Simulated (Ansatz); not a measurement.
C2H4ClN: several calculations on one system

## 1. Relaxation

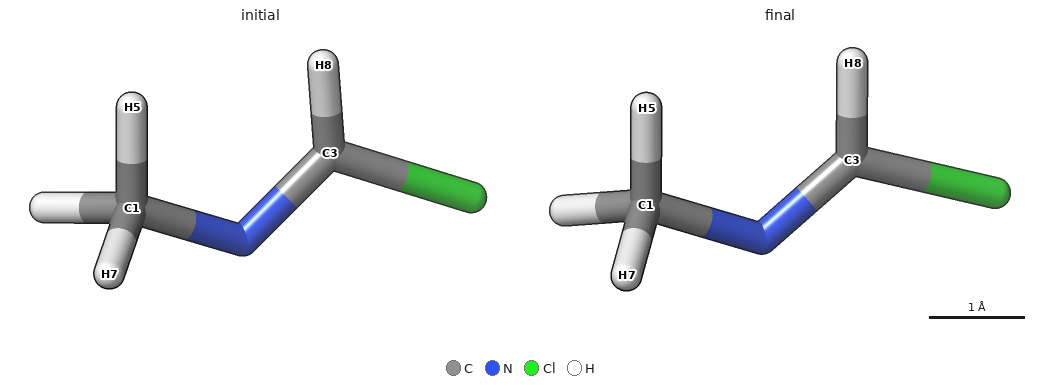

The structure of C2H4ClN before (left) and after (right) a relaxation, at one scale.

A stick model, seen at a tilt.

The run prepares an end point of a later path (torsion) calculation, from a guessed geometry.

The calculation used Ansatz, RKS PBE-D4/def2-SVP.

Input
```yaml
crystal:
  periodic: [false, false, false]
  atoms:
    - { symbol: C, position_ang: [0.066, 1.0013, 0.2655] }
    - { symbol: "N", position_ang: [0.361, -0.3325, 0.588] }
    - { symbol: C, position_ang: [-0.0516, -1.2038, -0.2794] }
    - { symbol: Cl, position_ang: [0.4201, -2.8393, 0.0431] }
    - { symbol: H, position_ang: [-0.5268, 1.1444, -0.7079] }
    - { symbol: H, position_ang: [-0.6027, 1.4851, 1.0487] }
    - { symbol: H, position_ang: [0.9578, 1.6469, 0.1858] }
    - { symbol: H, position_ang: [-0.5316, -0.9592, -1.1996] }
basis:
  gaussian: { orbitals: def2-SVP }
hamiltonian:
  xc: pbe
  dispersion: d4
relax:
  f_tol: 0.015
  max_steps: 40
```

Run as
```bash
ansatz run input.yaml --threads 1 --pin off --max-ram 2048MiB --backend cpu --events-out ev --progress --plain --runs-dir out
```

Question: What changed between the two?

Answer: After 8 geometry steps the energy has fallen by 24.0 kJ/mol. The largest force component goes from 3.3 to 0.013 eV/Å. The largest move after the best rigid fit is that of H8, 0.11 Å. By element the largest moves are H 0.11 Å, C 0.08 Å, Cl 0.07 Å, N 0.04 Å. Among the contacts that change: C3–H8 1.066 → 1.115 Å, C1–N2 1.404 → 1.444 Å, N2–C3 1.297 → 1.260 Å, C1–H5 1.149 → 1.117 Å. Bond angles that change, for instance: Cl4–C3–H8 120.0° → 111.4°, N2–C3–Cl4 115.0° → 121.9°, H5–C1–H6 103.1° → 108.6°. The run took 40 s on 1 thread of Intel(R) Xeon(R) Processor @ 2.50GHz (Skylake/Cascade Lake), on a shared host, peak memory 0.13 GiB.

## 2. Relaxation

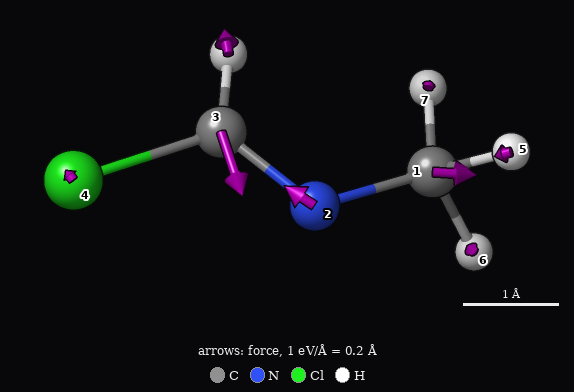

Starting geometry of C2H4ClN with the computed forces as purple arrows. A ball-and-stick model, seen from a free direction.

The run prepares an end point of a later path (torsion) calculation, from a guessed geometry.

All numbers below come from RKS PBE-D4/def2-SVP in Ansatz 0.2.0. Set-up: no spin polarisation; force threshold 0.015 eV/Å; at most 40 steps.

**What follows when this structure is relaxed?**

It isn't relaxed: the largest force vector, on a C atom, is 4.03 eV/Å. The final displacements follow the starting forces only in part (cosine between the two patterns 0.43). The atom that moves furthest after the best rigid fit is an H atom (0.10 Å). By element the largest moves are H 0.10 Å, Cl 0.09 Å, C 0.08 Å, N 0.04 Å. Some distances before and after: C–H 1.066 → 1.115 Å, C–N 1.404 → 1.445 Å, C–H 1.149 → 1.110 Å, C–N 1.297 → 1.261 Å. Bond angles that change, for instance: Cl–C–H 120.0° → 111.4°, N–C–Cl 115.0° → 121.9°, N–C–H 114.9° → 109.2°. After 7 geometry steps the energy has fallen by 6.00 kcal/mol. The largest force component goes from 3.8 to 0.012 eV/Å. Cost: 35 s on 1 thread of Intel(R) Xeon(R) Processor @ 2.50GHz (Skylake/Cascade Lake), with other jobs on the host, peak memory 0.13 GiB.

## 3. Path

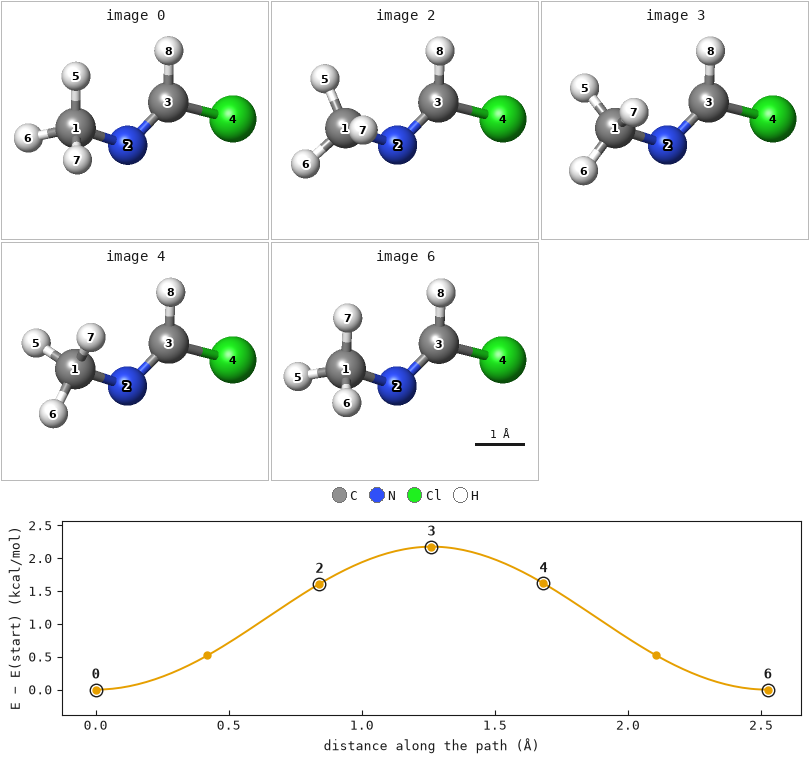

A search for the minimum-energy path of C$_{2}$H$_{4}$ClN by the nudged elastic band. Images are numbered from 0 (start) to 6 (end). A ball-and-stick model, seen at a tilt.

The calculation used RKS PBE-D4/def2-SVP in Ansatz. Set-up: 5 movable images; climbing image; force threshold 0.03 eV/Å; iteration limit 60; starting path through a guess of the saddle point.

Q: What happens along the path, and what is the barrier?

A: The two ends have the same energy, and the highest point, image 3, lies 2.18 kcal/mol above the start. The motion is a rotation about the C1–N2 bond by about 120°. No bond forms or breaks between the ends. Among the angles between lasting bonds that change up to the highest image: N2–C1–H5 114.8° → 111.9°, N2–C1–H7 109.2° → 111.9°. The band is converged. At the top, the vibrational analysis gives one imaginary mode (230i cm⁻¹), as a transition state must have.
